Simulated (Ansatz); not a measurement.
# F− with AlF3: superposition error and deformation

Aim: split the binding of a pair into the counterpoise interaction, the basis-set superposition error and the cost of deforming the fragments.

The runs use Ansatz 0.2.0, Gaussian basis; PBE0-D4 structures, single points in def2-TZVPPD.

Levels: PBE-D4, revPBE-D4, BLYP-D4, r2SCAN-D4, B97M-V, PBE0-D4, B3LYP-D4, HSE06-D4, wB97X-V, wB97M-V, B2PLYP, Hartree-Fock, MP2, CCSD, CCSD(T).

Cores are frozen in the correlated methods. B3LYP uses VWN-RPA correlation. B2PLYP carries no dispersion term here.

129 further runs of the same task are left out: 129 set aside as unsound or not needed. Runs told in other sessions of the task aren't counted.

**1. Where the work starts**

The relaxed pair: 5 atoms, charge -1, spin multiplicity 1.

Atoms are counted from 1 here; the program's logs count them from 0.

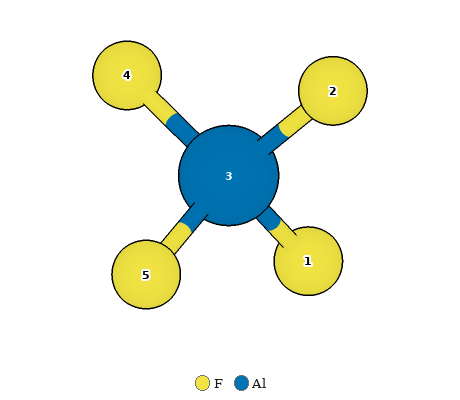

As it starts; fluorine yellow, aluminium blue; atoms are numbered from 1 in the order of the file.

Coordinates:

```xyz
5
AlF4
F    -0.48599   -0.28557   -1.59211
F     1.23310   -1.07735    0.41402
Al    0.00002    0.00000    0.00000
F     0.56661    1.58491    0.14001
F    -1.31363   -0.22200    1.03807
```

Atoms 1 to 1 are fragment A (F−), the rest fragment B (AlF3). From earlier runs, pair energy (eV) and counterpoise interaction (meV):

| method | E(pair) | interaction |
| --- | --- | --- |
| PBE-D4 | -17466.85822 | -5579 |
| revPBE-D4 | -17475.52608 | -5441 |
| BLYP-D4 | -17480.58571 | -5475 |
| r2SCAN-D4 | -17475.85007 | -5992 |
| B97M-V | -17475.24094 | -5960 |
| PBE0-D4 | -17467.36700 | -5965 |
| B3LYP-D4 | -17481.76702 | -5842 |
| HSE06-D4 | -17466.75732 | -5961 |
| wB97X-V | -17476.07478 | -5947 |
| wB97M-V | -17478.11256 | -5928 |
| B2PLYP | -17472.49321 | -5845 |
| Hartree-Fock | -17422.48395 | -6393 |
| MP2 | -17452.62804 | -5839 |
| CCSD(T) | -17453.38858 | -5937 |

First each fragment is run alone in its own basis, frozen in the shape it has in the pair (a, b).

**2. wB97X-V/def2-TZVPPD**

File a/in.yaml:

```yaml
crystal:
  periodic: [false, false, false]
  atoms:
    - {symbol: F, position_ang: [-0.485992, -0.285565, -1.592108]}
basis:
  gaussian: {orbitals: "def2-TZVPPD.json"}
total_charge: -1
hamiltonian: {xc: {name: wB97X-V}}
```

File b/in.yaml:

```yaml
crystal:
  periodic: [false, false, false]
  atoms:
    - {symbol: F, position_ang: [1.233097, -1.077346, 0.414020]}
    - {symbol: Al, position_ang: [0.000020, -0.000001, 0.000001]}
    - {symbol: F, position_ang: [0.566608, 1.584909, 0.140014]}
    - {symbol: F, position_ang: [-1.313633, -0.221999, 1.038074]}
basis:
  gaussian: {orbitals: "def2-TZVPPD.json"}
hamiltonian: {xc: {name: wB97X-V}}
```

The basis file named in the input lies beside it (Basis Set Exchange, JSON).

Each run has its own folder and the same command.

Launch:

```sh
$ ansatz run in.yaml --threads 4 --pin off --events-out ev --progress --plain --max-ram 9574MiB
```

Log of a:

```text
Functional definition: wB97X-V
  name "wB97X-V"
  cite "Mardirossian & Head-Gordon, Phys. Chem. Chem. Phys. 16, 9904 (2014) doi:10.1039/C3CP54374A"
  cite "Becke, J. Chem. Phys. 107, 8554 (1997) doi:10.1063/1.475007"
  cite "Vydrov & Van Voorhis, J. Chem. Phys. 133, 244103 (2010) doi:10.1063/1.3521275"
  parameter omega = 0.3/bohr
  parameter cx = 0.167
  parameter cx1 = 0.603
  parameter cx2 = 1.194
  parameter css0 = 0.556
  parameter css1 = -0.257
  parameter cos0 = 1.219
  parameter cos1 = -1.850
  parameter b = 6.0
  parameter c = 0.01
  exchange = spin_sum(e_x_unif_sr(omega)*poly(b97_u_x, 1 - cx, cx1, cx2)) + cx*exact_x_sr(omega) + exact_x_lr(omega)
  correlation = spin_sum(e_c_pw_same_spin*poly(b97_u_same, css0, css1))
      + integral(e_c_pw_opposite_spin*poly(b97_u_opposite, cos0, cos1)) + vv10(b, c)
197 factors; their error is unknown
52 factors; integrals over basis functions are off by at most 4.8e-5 eV
mean field evaluation 1: about -2705.5467 eV, gradient 8.9e1 eV
mean field evaluation 2: about -2701.9389 eV, gradient 1.2e2 eV
mean field evaluation 4: about -2717.2989 eV, gradient 4.7e-1 eV
mean field evaluation 8: about -2717.3078 eV, gradient 1.7e-3 eV
mean field -2717.30775250 eV, -99.8592180471 hartree, gradient 5.3e-5 eV, S^2 0.000000; 0 other end points of the search recorded, 0 dependent functions left out
reference -2717.30775130 eV, -99.8592180030 hartree; 5, 5 occupied and 35, 35 virtual orbitals, 197 factors
Total energy: -2717.30775130 eV, -99.8592180030 hartree
```

Output in b (excerpt; [...] marks lines left out):

```text
[... 5 set-up lines as earlier in the session ...]
[...]
      + integral(e_c_pw_opposite_spin*poly(b97_u_opposite, cos0, cos1)) + vv10(b, c)
899 factors; their error is unknown
236 factors; integrals over basis functions are off by at most 2.5e-5 eV
[...]
mean field -14752.80790591 eV, -542.1556907297 hartree, gradient 9.0e-6 eV, S^2 0.000000; 0 other end points of the search recorded, 0 dependent functions left out
reference -14752.80790321 eV, -542.1556906308 hartree; 20, 20 occupied and 148, 148 virtual orbitals, 899 factors
Total energy: -14752.80790321 eV, -542.1556906308 hartree
```

Times: 0.2 s (a), 3.2 s (b) on 4 threads of Arm Neoverse V1, shared host.

**3. wB97M-V/def2-TZVPPD**

Each input of step 2 (a, b) changes in the same lines:

```diff
-hamiltonian: {xc: {name: wB97X-V}}
+hamiltonian: {xc: {name: wB97M-V}}
```

Each run has its own folder and the same command.

Launch:

```sh
$ ansatz run in.yaml --threads 4 --pin off --events-out ev --progress --plain --max-ram 9574MiB
```

Output in a (excerpt; [...] marks lines left out):

```text
Functional definition: wB97M-V
  name "wB97M-V"
  cite "Mardirossian & Head-Gordon, J. Chem. Phys. 144, 214110 (2016) doi:10.1063/1.4952647"
[... 2 set-up lines as earlier in the session ...]
  # Of w^i u^j: cxij and so on, Table III.
[...]
  gx(w, u) = 1 - cx + cx01*u + cx10*w
  gss(w, u) = css00 + css04*u^4 + css10*w + css20*w^2 + css43*w^4*u^3
  gos(w, u) = cos00 + cos10*w + (cos20 + cos21*u)*w^2 + (cos60 + cos61*u)*w^6
[...]
      + integral(e_c_pw_mod_opposite_spin*gos(b97_w_opposite, b97_u_opposite)) + vv10(b, c)
197 factors; their error is unknown
52 factors; integrals over basis functions are off by at most 4.8e-5 eV
[...]
mean field -2717.60186938 eV, -99.8700266432 hartree, gradient 1.8e-5 eV, S^2 0.000000; 0 other end points of the search recorded, 0 dependent functions left out
reference -2717.60189901 eV, -99.8700277317 hartree; 5, 5 occupied and 35, 35 virtual orbitals, 197 factors
Total energy: -2717.60189901 eV, -99.8700277317 hartree
```

b printed (excerpt; [...] marks lines left out):

```text
[... 5 set-up lines as earlier in the session ...]
  # Of w^i u^j: cxij and so on, Table III.
[...]
  gx(w, u) = 1 - cx + cx01*u + cx10*w
  gss(w, u) = css00 + css04*u^4 + css10*w + css20*w^2 + css43*w^4*u^3
  gos(w, u) = cos00 + cos10*w + (cos20 + cos21*u)*w^2 + (cos60 + cos61*u)*w^6
[...]
      + integral(e_c_pw_mod_opposite_spin*gos(b97_w_opposite, b97_u_opposite)) + vv10(b, c)
892 factors; their error is unknown
236 factors; integrals over basis functions are off by at most 2.5e-5 eV
[...]
mean field -14754.57102651 eV, -542.2204842167 hartree, gradient 8.3e-6 eV, S^2 0.000000; 0 other end points of the search recorded, 0 dependent functions left out
reference -14754.57109215 eV, -542.2204866290 hartree; 20, 20 occupied and 148, 148 virtual orbitals, 892 factors
Total energy: -14754.57109215 eV, -542.2204866290 hartree
```

Wall times: 0.25 s (a), 3.7 s (b) on 4 threads of Arm Neoverse V1, shared host.

**4. B2PLYP/def2-TZVPPD**

Each input of step 3 (a, b) changes in the same lines:

```diff
-hamiltonian: {xc: {name: wB97M-V}}
+hamiltonian: {xc: {name: B2PLYP}}
```

One command serves all of them, each in its own folder.

Launch:

```sh
$ ansatz run in.yaml --threads 4 --pin off --events-out ev --progress --plain --max-ram 9574MiB
```

Log of a (excerpt; [...] marks lines left out):

```text
Functional definition: B2PLYP
  name "B2PLYP"
  cite "Grimme, J. Chem. Phys. 124, 034108 (2006) doi:10.1063/1.2148954"
  cite "Becke, Phys. Rev. A 38, 3098 (1988) doi:10.1103/PhysRevA.38.3098"
  cite "Lee, Yang & Parr, Phys. Rev. B 37, 785 (1988) doi:10.1103/PhysRevB.37.785"
[...]
257 factors; integrals over basis functions are off by at most 1.5e-4 eV
[...]
mean field -2714.40500266 eV, -99.7525439580 hartree, gradient 9.1e-6 eV, S^2 0.000000; 0 other end points of the search recorded, 0 dependent functions left out
1 core orbitals not correlated: weight in the atoms' cores, before any rotation towards them, 1.000 or more for the frozen orbitals, at most 0.000 for the correlated occupied ones
reference -2714.40510179 eV, -99.7525476009 hartree; 4, 4 occupied and 35, 35 virtual orbitals, 257 factors
second order -9.42534965 eV of doubles, -0.00000000 eV of singles
Total energy: -2716.94994619 eV, -99.8460689078 hartree
```

Output in b (excerpt; [...] marks lines left out):

```text
[... 5 set-up lines as earlier in the session ...]
[...]
1051 factors; integrals over basis functions are off by at most 9.3e-4 eV
[...]
mean field -14742.33747187 eV, -541.7709093761 hartree, gradient 5.0e-6 eV, S^2 0.000000; 0 other end points of the search recorded, 0 dependent functions left out
8 core orbitals not correlated: weight in the atoms' cores, before any rotation towards them, 1.000 or more for the frozen orbitals, at most 0.000 for the correlated occupied ones
reference -14742.33763313 eV, -541.7709153023 hartree; 12, 12 occupied and 148, 148 virtual orbitals, 1051 factors
second order -27.13742553 eV of doubles, -0.00000000 eV of singles
Total energy: -14749.66473803 eV, -542.0401814407 hartree
```

Wall times: 0.15 s (a), 2.1 s (b) on 4 threads of Arm Neoverse V1, shared host.

**5. B97M-V/def2-TZVPPD**

Each input of step 4 (a, b) changes in the same lines:

```diff
-hamiltonian: {xc: {name: B2PLYP}}
+hamiltonian: {xc: {name: B97M-V}}
```

One command serves all of them, each in its own folder.

Launch:

```sh
$ ansatz run in.yaml --threads 4 --pin off --events-out ev --progress --plain --max-ram 9574MiB
```

Log of a (excerpt; [...] marks lines left out):

```text
Functional definition: B97M-V
  name "B97M-V"
  cite "Mardirossian & Head-Gordon, J. Chem. Phys. 142, 074111 (2015) doi:10.1063/1.4907719"
[... 2 set-up lines as earlier in the session ...]
  # Of w^i u^j: cxij and so on, Table III.
[...]
  gx(w, u) = cx00 + cx01*u + cx02*u^2 + (cx10 + cx11*u)*w
  gss(w, u) = css00 + css02*u^2 + css10*w + (css32*w^3 + css42*w^4)*u^2
  gos(w, u) = cos00 + cos01*u + cos03*u^3 + cos10*w + cos32*w^3*u^2
[...]
      + integral(e_c_pw_mod_opposite_spin*gos(b97_w_opposite, b97_u_opposite)) + vv10(b, c)
197 factors; their error is unknown
[...]
mean field -2717.16474812 eV, -99.8539627329 hartree, gradient 8.6e-6 eV, S^2 0.000000; 0 other end points of the search recorded, 0 dependent functions left out
reference -2717.16478331 eV, -99.8539640264 hartree; 5, 5 occupied and 35, 35 virtual orbitals, 197 factors
Total energy: -2717.16478331 eV, -99.8539640264 hartree
```

b printed (excerpt; [...] marks lines left out):

```text
[... 5 set-up lines as earlier in the session ...]
  # Of w^i u^j: cxij and so on, Table III.
[...]
  gx(w, u) = cx00 + cx01*u + cx02*u^2 + (cx10 + cx11*u)*w
  gss(w, u) = css00 + css02*u^2 + css10*w + (css32*w^3 + css42*w^4)*u^2
  gos(w, u) = cos00 + cos01*u + cos03*u^3 + cos10*w + cos32*w^3*u^2
[...]
      + integral(e_c_pw_mod_opposite_spin*gos(b97_w_opposite, b97_u_opposite)) + vv10(b, c)
892 factors; their error is unknown
[...]
mean field -14752.10498564 eV, -542.1298588865 hartree, gradient 1.6e-5 eV, S^2 0.000000; 0 other end points of the search recorded, 0 dependent functions left out
reference -14752.10506377 eV, -542.1298617575 hartree; 20, 20 occupied and 148, 148 virtual orbitals, 892 factors
Total energy: -14752.10506377 eV, -542.1298617575 hartree
```

They took 0.2 s (a), 2.9 s (b) on 4 threads of Arm Neoverse V1, shared host.

**6. CCSD(T)/def2-TZVPPD**

Each input of step 5 (a, b) changes in the same lines:

```diff
-hamiltonian: {xc: {name: B97M-V}}
+correlation: {method: ccsd_t}
```

The same command starts each run, in its folder.

Launch:

```sh
$ ansatz run in.yaml --threads 4 --pin off --events-out ev --progress --plain --max-ram 9574MiB
```

Log of a (excerpt; [...] marks lines left out):

```text
Functional definition: HF
  name "HF"
  cite "Fock, Z. Phys. 61, 126 (1930) doi:10.1007/BF01340294"
  parent pbe
[...]
257 factors; integrals over basis functions are off by at most 1.5e-4 eV
[...]
mean field -2706.33087263 eV, -99.4558251521 hartree, gradient 3.0e-6 eV, S^2 0.000000; 0 other end points of the search recorded, 0 dependent functions left out
1 core orbitals not correlated: weight in the atoms' cores, before any rotation towards them, 1.000 or more for the frozen orbitals, at most 0.000 for the correlated occupied ones
reference -2706.33087263 eV, -99.4558251521 hartree; 4, 4 occupied and 35, 35 virtual orbitals, 257 factors
second order -7.81390746 eV of doubles, -0.00000000 eV of singles
cycle   1  -7.41661808 eV  change    4.0e-1 eV  update   9.9e-2
[...]
cycle   9  -7.66117942 eV  change    1.9e-6 eV  update   3.3e-6
perturbative correction -0.25873590 eV, -0.0095083689 hartree
Total energy: -2714.25078795 eV, -99.7468766719 hartree
```

Output in b (excerpt; [...] marks lines left out):

```text
[... 4 set-up lines as earlier in the session ...]
[...]
1051 factors; integrals over basis functions are off by at most 9.3e-4 eV
[...]
mean field -14709.74845488 eV, -540.5732850911 hartree, gradient 3.2e-6 eV, S^2 0.000000; 0 other end points of the search recorded, 0 dependent functions left out
8 core orbitals not correlated: weight in the atoms' cores, before any rotation towards them, 1.000 or more for the frozen orbitals, at most 0.000 for the correlated occupied ones
reference -14709.74845488 eV, -540.5732850911 hartree; 12, 12 occupied and 148, 148 virtual orbitals, 1051 factors
second order -22.81241237 eV of doubles, -0.00000000 eV of singles
cycle   1  -22.14901264 eV  change    6.6e-1 eV  update   1.1e-1
[...]
cycle  12  -22.69174198 eV  change   -2.0e-7 eV  update   1.7e-6
perturbative correction -0.67391034 eV, -0.0247657481 hartree
Total energy: -14733.11410719 eV, -541.4319569759 hartree
```

Times: 0.2 s (a), 9 s (b) on 4 threads of Arm Neoverse V1, shared host; peak memory 1 GiB.

**7. Relaxing AlF3 alone**

File relax-b/in.yaml:

```yaml
crystal:
  periodic: [false, false, false]
  atoms:
    - {symbol: F, position_ang: [1.233097, -1.077346, 0.414020]}
    - {symbol: Al, position_ang: [0.000020, -0.000001, 0.000001]}
    - {symbol: F, position_ang: [0.566608, 1.584909, 0.140014]}
    - {symbol: F, position_ang: [-1.313633, -0.221999, 1.038074]}
basis:
  gaussian: {orbitals: def2-TZVP}
hamiltonian: {xc: pbe0, dispersion: d4}
relax: {f_tol: 0.005, max_steps: 200}
```

Launch:

```sh
$ ansatz run in.yaml --threads 4 --pin off --events-out ev --progress --plain --max-ram 9574MiB
```

The program printed (excerpt; [...] marks lines left out):

```text
Functional definition: PBE0
  name "PBE0"
  cite "Adamo & Barone, J. Chem. Phys. 110, 6158 (1999) doi:10.1063/1.478522"
  cite "Perdew, Burke & Ernzerhof, Phys. Rev. Lett. 77, 3865 (1996) doi:10.1103/PhysRevLett.77.3865"
[... 1 set-up line as earlier in the session ...]
[...]
747 factors; their error is unknown
[...]
mean field -14745.66745803 eV, -541.8932841104 hartree, gradient 3.9e-5 eV, S^2 0.000000; 0 other end points of the search recorded, 0 dependent functions left out
[...]
reference -14745.66748472 eV, -541.8932850910 hartree; 20, 20 occupied and 110, 110 virtual orbitals, 747 factors
relax step   1: F+E_penalty+E_count = -14745.71196017 eV  Δ(F+E_penalty+E_count) = +0.000e0 eV  max|allowed force component| = 4.247e0 eV/Å  Δτ_max = 0.0000 Å  (25 SCF iters, accepted)
[...]
relax step   5: F+E_penalty+E_count = -14746.76699271 eV  Δ(F+E_penalty+E_count) = -5.226e-6 eV  max|allowed force component| = 9.447e-3 eV/Å  Δτ_max = 0.0007 Å  (18 SCF iters, accepted)
[...]
relax step   6: F+E_penalty+E_count = -14746.76699719 eV  Δ(F+E_penalty+E_count) = -4.479e-6 eV  max|allowed force component| = 1.900e-4 eV/Å  Δτ_max = 0.0003 Å  (18 SCF iters, accepted)
747 factors; their error is unknown
[...]
mean field -14746.72264905 eV, -541.9320616651 hartree, gradient 3.2e-5 eV, S^2 0.000000; 1 other end points of the search recorded, 0 dependent functions left out
[...]
reference -14746.72267629 eV, -541.9320626662 hartree; 20, 20 occupied and 110, 110 virtual orbitals, 747 factors
Total energy: -14746.76702443 eV, -541.9336924302 hartree
Atom 0 at     1.217210    -1.128086     0.278669 Å, force     0.000005    -0.000025    -0.000042 eV/Å
Atom 1 at     0.121518     0.071387     0.398012 Å, force    -0.000117     0.000190     0.000137 eV/Å
Atom 2 at     0.535419     1.595358    -0.001641 Å, force     0.000053    -0.000086    -0.000046 eV/Å
Atom 3 at    -1.388055    -0.253097     0.917069 Å, force     0.000060    -0.000079    -0.000049 eV/Å
Dipole moment:    -0.000009    -0.000007    -0.000033 e Å
```

It took 6 s on 4 threads of Arm Neoverse V1, shared host.

The steps of the relaxation:

| step | energy from step 1 (eV) | largest force component (eV/Å) |
| --- | --- | --- |
| 1 | 0.0000 | 4.2470 |
| 2 | -0.6643 | 2.3033 |
| 3 | -1.0190 | 0.5331 |
| 4 | -1.0550 | 0.0135 |
| 5 | -1.0550 | 0.0094 |
| 6 | -1.0550 | 0.0002 |

Close pairs (by a distance rule), those that changed most:

| bond | before (Å) | after (Å) | change (Å) |
| --- | --- | --- | --- |
| F1–Al2 | 1.689 | 1.629 | -0.060 |
| Al2–F3 | 1.689 | 1.629 | -0.060 |
| Al2–F4 | 1.689 | 1.629 | -0.060 |

**8. PBE-D4/def2-TZVPPD**

File free-b/in.yaml:

```yaml
crystal:
  periodic: [false, false, false]
  atoms:
    - {symbol: F, position_ang: [1.217210, -1.128086, 0.278669]}
    - {symbol: Al, position_ang: [0.121518, 0.071387, 0.398012]}
    - {symbol: F, position_ang: [0.535419, 1.595358, -0.001641]}
    - {symbol: F, position_ang: [-1.388055, -0.253097, 0.917069]}
basis:
  gaussian: {orbitals: "def2-TZVPPD.json"}
hamiltonian: {xc: pbe, dispersion: d4}
```

Launch:

```sh
$ ansatz run in.yaml --threads 4 --pin off --events-out ev --progress --plain --max-ram 9574MiB
```

The program printed:

```text
Functional definition: PBE
  name "PBE"
[... 2 set-up lines as earlier in the session ...]
  parameter kappa = 0.804
  parameter beta = 0.06672455060314922
  exchange = pbe_x(kappa = kappa, mu = beta*pi^2/3)
  correlation = pbe_c(beta = beta)
892 factors; their error is unknown
mean field evaluation 1: about -14739.4047 eV, gradient 7.1e1 eV
mean field evaluation 2: about -14708.2153 eV, gradient 1.6e2 eV
mean field evaluation 4: about -14746.2692 eV, gradient 1.7e0 eV
mean field evaluation 8: about -14746.2720 eV, gradient 1.4e-2 eV
mean field -14746.27204873 eV, -541.9155024085 hartree, gradient 6.1e-5 eV, S^2 0.000000; 0 other end points of the search recorded, 0 dependent functions left out
reference -14746.27210213 eV, -541.9155043710 hartree; 20, 20 occupied and 148, 148 virtual orbitals, 892 factors
Total energy: -14746.32547967 eV, -541.9174659594 hartree
```

Run time: 0.85 s. Hardware: 4 threads of Arm Neoverse V1, shared host.

**9. r2SCAN-D4/def2-TZVPPD**

Changes to free-b/in.yaml since step 8:

```diff
@@ -9,2 +9,2 @@
   gaussian: {orbitals: "def2-TZVPPD.json"}
-hamiltonian: {xc: pbe, dispersion: d4}
+hamiltonian: {xc: r2scan, dispersion: d4}
```

Launch:

```sh
$ ansatz run in.yaml --threads 4 --pin off --events-out ev --progress --plain --max-ram 9574MiB
```

The program printed:

```text
Functional definition: r2SCAN
  name "r2SCAN"
  cite "Furness, Kaplan, Ning, Perdew & Sun, J. Phys. Chem. Lett. 11, 8208 (2020) doi:10.1021/acs.jpclett.0c02405"
  cite "Furness, Kaplan, Ning, Perdew & Sun, J. Phys. Chem. Lett. 11, 9248 (2020) doi:10.1021/acs.jpclett.0c03077"
  parent r2scan
  parameter k0 = 0.174
  parameter k1 = 0.065
  parameter a1 = 4.9479
  exchange = r2scan_x(k0 = k0, k1 = k1, a1 = a1)
  correlation = r2scan_c
892 factors; their error is unknown
mean field evaluation 1: about -14747.4878 eV, gradient 6.8e1 eV
mean field evaluation 2: about -14729.4298 eV, gradient 1.3e2 eV
mean field evaluation 4: about -14753.7825 eV, gradient 1.2e0 eV
mean field evaluation 8: about -14753.7823 eV, gradient 4.1e-2 eV
mean field -14753.78234465 eV, -542.1915006931 hartree, gradient 2.6e-5 eV, S^2 0.000000; 0 other end points of the search recorded, 0 dependent functions left out
reference -14753.78236325 eV, -542.1915013765 hartree; 20, 20 occupied and 148, 148 virtual orbitals, 892 factors
Total energy: -14753.79421200 eV, -542.1919368101 hartree
```

It took 1.7 s on 4 threads of Arm Neoverse V1, shared host.

**10. PBE0-D4/def2-TZVPPD**

Changes to free-b/in.yaml since step 9:

```diff
@@ -9,2 +9,3 @@
   gaussian: {orbitals: "def2-TZVPPD.json"}
-hamiltonian: {xc: r2scan, dispersion: d4}
+hamiltonian: {xc: pbe0, dispersion: d4}
+output: {orbitals: {seedname: orbitals}}
```

Launch:

```sh
$ ansatz run in.yaml --threads 4 --pin off --events-out ev --progress --plain --max-ram 9574MiB
```

The program printed (excerpt; [...] marks lines left out):

```text
[... 5 set-up lines as earlier in the session ...]
  parameter a = 0.25
[... 2 set-up lines as earlier in the session ...]
  exchange = (1 - a)*pbe_x(kappa = kappa, mu = beta*pi^2/3) + a*exact_x
[... 1 set-up line as earlier in the session ...]
902 factors; their error is unknown
mean field evaluation 1: about -14741.3699 eV, gradient 6.3e1 eV
mean field evaluation 2: about -14732.4677 eV, gradient 1.0e2 eV
mean field evaluation 4: about -14746.7531 eV, gradient 5.0e-1 eV
mean field evaluation 8: about -14746.7995 eV, gradient 6.3e-2 eV
mean field -14746.79952407 eV, -541.9348867697 hartree, gradient 6.4e-5 eV, S^2 0.000000; 0 other end points of the search recorded, 0 dependent functions left out
reference -14746.79956444 eV, -541.9348882533 hartree; 20, 20 occupied and 148, 148 virtual orbitals, 902 factors
Total energy: -14746.84391257 eV, -541.9365180173 hartree
```

Wall time 1.1 s (4 threads of Arm Neoverse V1, shared host).

(Part 1 of 2 ends here.)
